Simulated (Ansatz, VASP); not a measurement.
## FeGe: VASP beside Ansatz

Wanted: the spread between two codes on one cell, functional and k mesh.

Program: Ansatz 0.2.0. Level of theory: plane waves, with VASP 6.6.1 beside it; relaxation of cell and atoms at PBE and relaxation of cell and atoms at RPBE. Results are calculated unless marked as measured.

The database entry behind the starting cell differs from later determinations by our own check (about 0.2 % short), so it need not match the best structure at ambient conditions.

## 1. Starting point

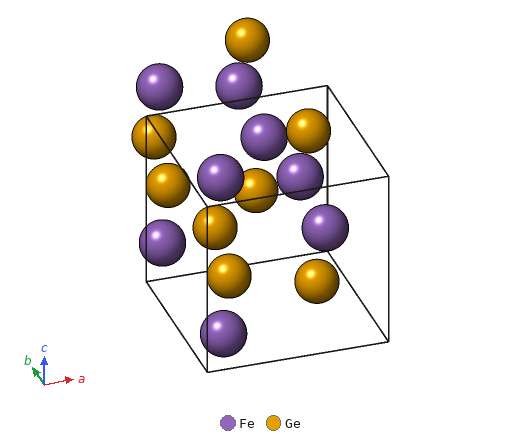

The starting structure, seen from a free direction (iron purple, germanium orange). 1×2×1 cells are drawn.

## 2. Ansatz: relaxation of cell and atoms, PBE

Ansatz runs on its default PAW (the set named soft_2) files.

The relaxed volume is the usual yardstick between codes: its relative difference is about their pressure difference at one cell divided by the bulk modulus.

File input.yaml:

```yaml
crystal:
  lattice:
    - [4.689, 0.0, 0.0]
    - [0.0, 4.689, 0.0]
    - [0.0, 0.0, 4.689]
  atoms:
    - { symbol: Fe, position: [0.135, 0.135, 0.135], spin: 3.0 }
    - { symbol: Fe, position: [0.365, 0.865, 0.635], spin: 3.0 }
    - { symbol: Fe, position: [0.635, 0.365, 0.865], spin: 3.0 }
    - { symbol: Fe, position: [0.865, 0.635, 0.365], spin: 3.0 }
    - { symbol: Ge, position: [0.842, 0.842, 0.842] }
    - { symbol: Ge, position: [0.658, 0.158, 0.342] }
    - { symbol: Ge, position: [0.342, 0.658, 0.158] }
    - { symbol: Ge, position: [0.158, 0.342, 0.658] }
hamiltonian:
  xc: pbe
  pseudopotentials: { kind: paw }
magnetization:
  spin_polarized: true
kpoints:
  mp_grid: { grid: [5, 5, 5] }
scf:
  occupations: { method: fermi_dirac, width: 0.05 }
relax:
  f_tol: 0.01
  max_steps: 60
  cell: { stress_tol: 0.05 }
output:
  forces: true
  stress: true
```

Started as:

```
$ ansatz run input.yaml --threads 4 --pin off --max-ram 9216MiB --backend cpu --events-out ev --progress --plain --runs-dir out
```

Numbers of over 12 decimals in the logs are rounded to 6 here.

Log:

```text
Engine: ansatz 0.2.0, x86_64-unknown-linux-gnu
Pseudopotentials: kind: paw
Pseudopotential: Fe, paw, valence charge 16, recommended cutoff 420 eV (normal), Fe.paw.azcp
Pseudopotential: Ge, paw, valence charge 14, recommended cutoff 420 eV (normal), Ge.paw.azcp
Functional definition: PBE
  parameter kappa = 0.804
  parameter beta = 0.066725
  exchange = pbe_x(kappa = kappa, mu = beta*pi^2/3)
  correlation = pbe_c(beta = beta)
Crystal: 8 atoms, lattice volume = 103.096 Å³
Basis set: ecut = 420 eV, 2007 PW (Γ), exchange–correlation on 64×64×64 points (8 copies of the dense FFT grid, shifted against one another)
Bands: 80, of which v1, the nominal top of the filled ones, is band 60 counted from 1 (59 counted from 0)
Symmetry: 12 space group operations
Space group: P213 (ITA 198), of the structure as read, at distance tolerance 4.7e-5 Å
Magnetic group: BNS 198.9 (UNI 1511), of the structure as read, at distance tolerance 4.7e-5 Å
k-points: 11 of 125 (time reversal used)
Non-local potential: Fe, projectors of the file, l = 0: 3, l = 1: 2, l = 2: 3, l = 3: 1
Non-local potential: Ge, projectors of the file, l = 0: 2, l = 1: 2, l = 2: 3, l = 3: 1
PAW form: soft (Blöchl's): semilocal exchange-correlation on the pseudo side does not see the compensation charge
PAW one-centre angular grid: Fe, 590 points (default); XC on 64 Gauss nodes
PAW one-centre angular grid: Ge, 590 points (default); XC on 64 Gauss nodes
Initial density: superposition of atomic densities (chi_scale 0.1, normalization cell)
Starting moments: Σ|m| = 12 μB on 4 of 8 sites
Initial wavefunctions: pseudopotential atomic-orbital guess
Functional: x = pbe(κ = 0.804, μ = 0.219515), c = pbe(β = 0.066725)
iter 1 solved again at ethr=1.99e-3 eV; its pass at ethr=3.10e-3 eV (dr2=2.39e0 eV) is discarded
SCF iter   1: F=—  HF=-35097.981502 eV  |F-HF|=—  |Δ(HF+E_count)|=         —  Δρ=4.33e-2 (↑4.33e-2 ↓2.68e-2)  dr2=2.41e0  dr2_m=3.85e-1  M=9.110 μB ∫|m|=10.651 μB  β_m=0.30  ethr=1.99e-3  ⟨swp⟩=1.4  Hψ=7736  notcnv=0
Mixer restart at iter 1: flushing history
preconditioner: auto → Kerker (q_TF=auto, 2.798 Å⁻¹)  [metal: Δε(μ)=0.020 eV  Ē_g=17.865 eV  σ=0.050 eV  W_gap=0.10  n_scr=32 (ndim 8)  ℏωp=34.3 eV  f_vac=0.000  D(μ)=7.32/eV (n_scr^D=80)]
spin=Collinear: Kerker preconditioning applied to the charge; magnetization (m = ρ↑ − ρ↓) channel mixes plain (no charge-response kernel on spin).
SCF iter   2: F=—  HF=-35098.004864 eV  |F-HF|=—  |Δ(HF+E_count)|=   2.34e-2  Δρ=2.35e-2 (↑2.35e-2 ↓2.28e-2)  dr2=7.02e-1  dr2_m=3.45e-1  M=8.683 μB ∫|m|=10.362 μB  β_m=0.43  ethr=1.99e-3  ⟨swp⟩=2.4  Hψ=2401  notcnv=0
SCF iter   3: F=—  HF=-35099.825640 eV  |F-HF|=—  |Δ(HF+E_count)|=    1.82e0  Δρ=2.79e-2 (↑1.79e-2 ↓2.79e-2)  dr2=7.93e-1  dr2_m=3.97e-1  M=8.104 μB ∫|m|=9.902 μB  β_m=0.44  ethr=5.85e-4  ⟨swp⟩=2.0  Hψ=2221  notcnv=0  defer=176
SCF iter   4: F=—  HF=-35101.191770 eV  |F-HF|=—  |Δ(HF+E_count)|=    1.37e0  Δρ=2.62e-2 (↑1.62e-2 ↓2.62e-2)  dr2=6.20e-1  dr2_m=3.66e-1  M=7.515 μB ∫|m|=9.332 μB  β_m=0.15  ethr=5.85e-4  ⟨swp⟩=2.0  Hψ=2173  notcnv=0  defer=205
SCF iter   5: F=—  HF=-35101.414805 eV  |F-HF|=—  |Δ(HF+E_count)|=   2.23e-1  Δρ=2.06e-2 (↑2.06e-2 ↓1.32e-2)  dr2=2.60e-1  dr2_m=2.08e-1  M=7.222 μB ∫|m|=8.930 μB  β_m=0.29  ethr=5.17e-4  ⟨swp⟩=2.0  Hψ=2220  notcnv=0  defer=198
SCF iter   6: F=—  HF=-35102.536896 eV  |F-HF|=—  |Δ(HF+E_count)|=         —  Δρ=5.47e-2 (↑5.47e-2 ↓3.65e-2)  dr2=3.34e-1  dr2_m=1.92e0  M=4.403 μB ∫|m|=5.714 μB  β_m=1.00  ethr=2.16e-4  ⟨swp⟩=2.5  Hψ=2624  notcnv=0  defer=198
Mixer restart at iter 6: flushing history
SCF iter   7: F=—  HF=-35102.619950 eV  |F-HF|=—  |Δ(HF+E_count)|=   8.31e-2  Δρ=1.87e-2 (↑1.81e-2 ↓1.87e-2)  dr2=1.06e0  dr2_m=3.88e-4  M=4.427 μB ∫|m|=5.655 μB  β_m=0.61  ethr=4.17e-5  ⟨swp⟩=2.8  Hψ=3712  notcnv=0  defer=189
SCF iter   8: F=—  HF=-35102.701849 eV  |F-HF|=—  |Δ(HF+E_count)|=   8.19e-2  Δρ=1.43e-2 (↑1.43e-2 ↓4.13e-3)  dr2=1.43e-1  dr2_m=3.31e-2  M=4.259 μB ∫|m|=5.396 μB  β_m=0.51  ethr=4.17e-5  ⟨swp⟩=3.0  Hψ=3865  notcnv=0  defer=189
SCF iter   9: F=—  HF=-35102.600701 eV  |F-HF|=—  |Δ(HF+E_count)|=   1.01e-1  Δρ=4.91e-3 (↑1.48e-3 ↓4.91e-3)  dr2=4.41e-2  dr2_m=6.34e-3  M=4.296 μB ∫|m|=5.443 μB  β_m=0.76  ethr=4.17e-5  ⟨swp⟩=2.7  Hψ=3645  notcnv=0  defer=185
SCF iter  10: F=—  HF=-35102.592090 eV  |F-HF|=—  |Δ(HF+E_count)|=   8.61e-3  Δρ=2.57e-3 (↑2.12e-3 ↓2.57e-3)  dr2=1.47e-2  dr2_m=6.80e-5  M=4.258 μB ∫|m|=5.353 μB  β_m=0.88  ethr=3.67e-5  ⟨swp⟩=2.0  Hψ=2531  notcnv=0  defer=185
SCF iter  11: F=—  HF=-35102.595532 eV  |F-HF|=—  |Δ(HF+E_count)|=   3.44e-3  Δρ=6.80e-4 (↑6.80e-4 ↓3.71e-4)  dr2=5.77e-4  dr2_m=3.01e-5  M=4.272 μB ∫|m|=5.379 μB  β_m=0.91  ethr=1.23e-5  ⟨swp⟩=2.0  Hψ=2428  notcnv=0  defer=184
SCF iter  12: F=—  HF=-35102.595994 eV  |F-HF|=—  |Δ(HF+E_count)|=   4.62e-4  Δρ=2.99e-4 (↑2.99e-4 ↓1.58e-4)  dr2=1.25e-4  dr2_m=5.73e-6  M=4.275 μB ∫|m|=5.384 μB  β_m=0.73  ethr=4.81e-7  ⟨swp⟩=2.0  Hψ=2739  notcnv=0  defer=184
SCF iter  13: F=—  HF=-35102.595998 eV  |F-HF|=—  |Δ(HF+E_count)|=   3.57e-6  Δρ=9.58e-5 (↑9.58e-5 ↓7.31e-5)  dr2=2.63e-5  dr2_m=1.91e-7  M=4.276 μB ∫|m|=5.385 μB  β_m=0.87  ethr=1.05e-7  ⟨swp⟩=2.1  Hψ=2684  notcnv=0  defer=184
SCF iter  14: F=—  HF=-35102.596005 eV  |F-HF|=—  |Δ(HF+E_count)|=   6.76e-6  Δρ=1.24e-5 (↑7.35e-6 ↓1.24e-5)  dr2=4.06e-7  dr2_m=1.08e-8  M=4.276 μB ∫|m|=5.386 μB  β_m=0.88  ethr=2.19e-8  ⟨swp⟩=2.0  Hψ=2167  notcnv=0  defer=184
SCF iter  15: F=—  HF=-35102.596004 eV  |F-HF|=—  |Δ(HF+E_count)|=   5.69e-8  Δρ=5.39e-6 (↑5.39e-6 ↓3.89e-6)  dr2=8.31e-8  dr2_m=7.96e-10  M=4.276 μB ∫|m|=5.387 μB  β_m=0.94  ethr=3.39e-10  ⟨swp⟩=2.2  Hψ=2447  notcnv=0  defer=184
SCF iter  16: F=-35102.596004 eV  HF=-35102.596004 eV  |F-HF|=2.38e-8  |Δ(HF+E_count)|=   3.95e-9  Δρ=2.46e-6 (↑2.46e-6 ↓2.31e-6)  dr2=2.49e-8  dr2_m=1.56e-11  M=4.276 μB ∫|m|=5.386 μB  ethr=6.92e-11  ⟨swp⟩=2.0  Hψ=4681  notcnv=0
SCF 1 converged in 16 iterations: F = -35102.596004 eV  dr2 = 2.49e-8
  greatest PAW one-centre occupation: 1.001 electrons in one spin orbital (limit 2), on the Fe atom at site 2 (counted from 0), in its partial waves of l = 1
relax step   1: F+E_penalty+E_count = -35102.59600447 eV  Δ(F+E_penalty+E_count) = +0.000e0 eV  max|allowed force component| = 4.274e-2 eV/Å  Δτ_max = 0.0000 Å  P = -2.694 GPa  Ω = 103.096 Å³  (16 SCF iters, dr2 threshold 1.00e-7 eV, accepted)
[...]
relax step   2: F+E_penalty+E_count = -35102.61009096 eV  Δ(F+E_penalty+E_count) = -1.409e-2 eV  max|allowed force component| = 2.008e-2 eV/Å  Δτ_max = 0.0007 Å  P = -0.640 GPa  Ω = 101.793 Å³  energy of the carried Pulay correction = +5.286e-4 eV  (9 SCF iters, dr2 threshold 8.00e-7 eV, accepted)
[...]
relax step   3: F+E_penalty+E_count = -35102.61121118 eV  Δ(F+E_penalty+E_count) = -1.120e-3 eV  max|allowed force component| = 6.721e-3 eV/Å  Δτ_max = 0.0015 Å  P = +0.022 GPa  Ω = 101.425 Å³  energy of the carried Pulay correction = +6.793e-4 eV  (8 SCF iters, dr2 threshold 8.00e-7 eV, accepted)
[...]
relax step   4: F+E_penalty+E_count = -35102.61058194 eV  Δ(F+E_penalty+E_count) = +6.292e-4 eV  max|allowed force component| = 6.687e-3 eV/Å  Δτ_max = 0.0000 Å  P = +0.023 GPa  Ω = 101.425 Å³  stress off target by 2.32e-2 GPa  SCF on the basis re-selected at this cell (its energy is not comparable with the rows above)  (8 SCF iters)
basis re-selected at this cell: Δ(F+E_penalty+E_count) = +6.292e-4 eV, ΔP = +0.001 GPa vs the last step (what re-selecting the basis moved, of the pressure what is left beyond the Pulay correction that the steps carried, after the strain that the cell walked since its last selection, with what the two solves' SCF thresholds leave and, on support functions, any second-order correction that the steps lacked; it is no m [...]
SCF converged after 8 iterations
Magnetization: 4.2146 μB (62.1073 up, 57.8927 down)
Absolute magnetization: 5.2665 μB (∫|ρ↑−ρ↓|, with the PAW one-centre terms)
Spin contamination: 0.1147 ħ² per cell (⟨S²⟩ above its minimum at these occupations)
Per-site moments (μB) at R_I (Å): [(1.159884, 0.976691), (1.159884, 0.976691), (1.159884, 0.976691), (1.159884, 0.976691), (-0.052585, 0.976691), (-0.052585, 0.976691), (-0.052585, 0.976691), (-0.052585, 0.976691)]
Free energy (F): -35102.610582 eV
Harris-Foulkes:  -35102.610582 eV  (|F-HF|=0.00e0)
Internal energy: -35102.555883 eV  (E = F + TS)
E sigma→0 (E₀):  -35102.583233 eV
Entropy (-TS):   -0.054699 eV (-6.837 meV/atom)
Fermi energy:    17.102504 eV
--- Per-component energies (eV) ---
  E_band       = -1065.402938
  E_kinetic    = 1870.857396
  E_local      = -16251.183593  (includes V_loc(G=0)·N_el)
  E_nonlocal   = 2548.946691
  E_hartree    = 7047.337847
  E_xc         = -780.898524
  E_vxc        = -875.689194  (∫ρ·V_xc dr)
  E_paw        = -13548.007768  (= ΣΔE_a)
  E_vpaw       = -2453.014920  (= ΣTr[D̂ρ^β])
  E_aug_tail   = 0.004686  (compensation charges beyond the density's cutoff)
  E_ewald      = -15989.612618
  E_smearing   = -0.054699  (= −TS)
  E_closure    = 0.000000  (closes the sum)
  Σ components = -35102.610582   (vs F -35102.610582, Δ=0.00e0)
--- Forces (eV/Å), atoms counted from 1 ---
  atom   1  Fe    -0.00668717    -0.00668717    -0.00668717
  atom   2  Fe     0.00668717     0.00668717    -0.00668717
  atom   3  Fe    -0.00668717     0.00668717     0.00668717
  atom   4  Fe     0.00668717    -0.00668717     0.00668717
  atom   5  Ge    -0.00500629    -0.00500629    -0.00500629
  atom   6  Ge     0.00500629     0.00500629    -0.00500629
  atom   7  Ge    -0.00500629     0.00500629     0.00500629
  atom   8  Ge     0.00500629    -0.00500629     0.00500629
  max |Σ_I F_I| component: 1.10e-16 eV/Å
--- Stress (GPa, compression-positive) ---
        0.023234       0.000000      -0.000000
        0.000000       0.023234      -0.000000
       -0.000000      -0.000000       0.023234
  P = ⅓ Tr σ = 0.0232 GPa (0.232 kbar)
--- Relaxed structure (3 steps of the walk, 3 accepted, 1 SCFs on fresh bases) ---
  F+E_penalty+E_count = -35102.61058194 eV   max|allowed force component| = 6.687e-3 eV/Å   (the final SCF, on the basis selected at the relaxed cell)
  cell:  # Å, volume = 101.4245 Å³
    - [4.663525, 0, 0]
    - [0, 4.663525, 0]
    - [0, 0.0, 4.663525]
  atoms:
    - { symbol: Fe, position: [0.134900, 0.134900, 0.134900] }
    - { symbol: Fe, position: [0.365100, 0.865100, 0.634900] }
    - { symbol: Fe, position: [0.634900, 0.365100, 0.865100] }
    - { symbol: Fe, position: [0.865100, 0.634900, 0.365100] }
    - { symbol: Ge, position: [0.841771, 0.841771, 0.841771] }
    - { symbol: Ge, position: [0.658229, 0.158229, 0.341771] }
    - { symbol: Ge, position: [0.341771, 0.658229, 0.158229] }
    - { symbol: Ge, position: [0.158229, 0.341771, 0.658229] }
```

Wall time 20 s (4 threads of AMD EPYC 7B13 (Zen 3), shared host); peak memory 0.59 GiB; 75 s of CPU time.

(Continued in part 2 of 3.)

[Lines on the potential files, build, host, timing and source positions are cut from VASP's logs without a mark.]

[Logs are printed without paths, hosts, clocks, repeated set-up lines and the standing remarks that a program may print on its own settings, such as how far it seeks lower states.]

[Hosts, paths, dates, database ids (printed as entryN), source tags and the programs' standing remarks are cut or masked in the printed files.]
